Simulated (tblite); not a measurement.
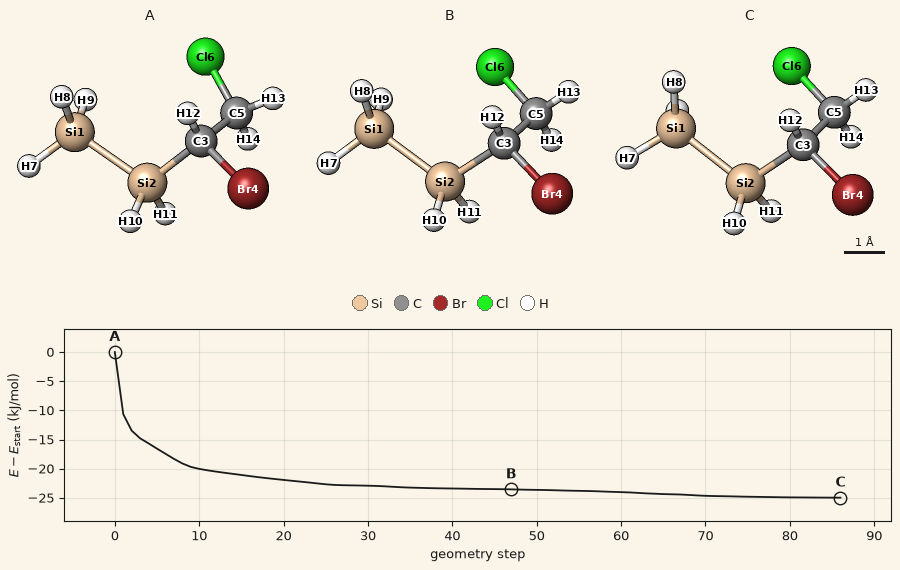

Frames of a relaxation of C2H8BrClSi2, marked on the history of the run. The picture is a ball-and-stick view, seen at a tilt.

The calculation used GFN2-xTB geometry optimisation, gas phase in tblite. 

What happens along the run?

The largest move after the best rigid fit is that of H8, 0.59 Å. Largest moves by element: H 0.59 Å, Cl 0.42 Å, Br 0.26 Å, C 0.13 Å, Si 0.12 Å. Near-neighbour distances that change, for instance: Si2–C3 1.840 → 1.931 Å, C3–Br4 2.001 → 1.967 Å, C3–C5 1.537 → 1.507 Å, Si2–H11 1.499 → 1.470 Å. Among the angles between lasting bonds that change: C3–Si2–H10 111.4° → 103.0°, Si1–Si2–H10 107.3° → 114.9°, C3–Si2–H11 110.2° → 102.8°. Groups turn about Si1–Si2 by about 25°. Over 86 geometry steps the energy falls by 25.0 kJ/mol. From step 0 to 47: Cl6 moves most (0.38 Å), energy −23.5 kJ/mol. From step 47 to 86: H8 moves most (0.43 Å), energy −1.42 kJ/mol.

```json
{"step": "0", "E − E(0), kJ/mol": "0.00"}
{"step": "1", "E − E(0), kJ/mol": "-10.65"}
{"step": "2", "E − E(0), kJ/mol": "-13.48"}
{"step": "3", "E − E(0), kJ/mol": "-14.80"}
{"step": "4", "E − E(0), kJ/mol": "-15.67"}
{"step": "5", "E − E(0), kJ/mol": "-16.57"}
{"step": "6", "E − E(0), kJ/mol": "-17.44"}
{"step": "7", "E − E(0), kJ/mol": "-18.32"}
{"step": "8", "E − E(0), kJ/mol": "-19.10"}
{"step": "9", "E − E(0), kJ/mol": "-19.69"}
{"step": "10", "E − E(0), kJ/mol": "-20.04"}
{"step": "14", "E − E(0), kJ/mol": "-20.89"}
{"step": "18", "E − E(0), kJ/mol": "-21.62"}
{"step": "22", "E − E(0), kJ/mol": "-22.22"}
{"step": "26", "E − E(0), kJ/mol": "-22.78"}
{"step": "30", "E − E(0), kJ/mol": "-22.92"}
{"step": "34", "E − E(0), kJ/mol": "-23.19"}
{"step": "38", "E − E(0), kJ/mol": "-23.36"}
{"step": "42", "E − E(0), kJ/mol": "-23.45"}
{"step": "46", "E − E(0), kJ/mol": "-23.52"}
{"step": "50", "E − E(0), kJ/mol": "-23.64"}
{"step": "54", "E − E(0), kJ/mol": "-23.77"}
{"step": "58", "E − E(0), kJ/mol": "-23.92"}
{"step": "62", "E − E(0), kJ/mol": "-24.15"}
{"step": "66", "E − E(0), kJ/mol": "-24.39"}
{"step": "70", "E − E(0), kJ/mol": "-24.65"}
{"step": "74", "E − E(0), kJ/mol": "-24.78"}
{"step": "78", "E − E(0), kJ/mol": "-24.88"}
{"step": "82", "E − E(0), kJ/mol": "-24.94"}
{"step": "86", "E − E(0), kJ/mol": "-24.97"}
```
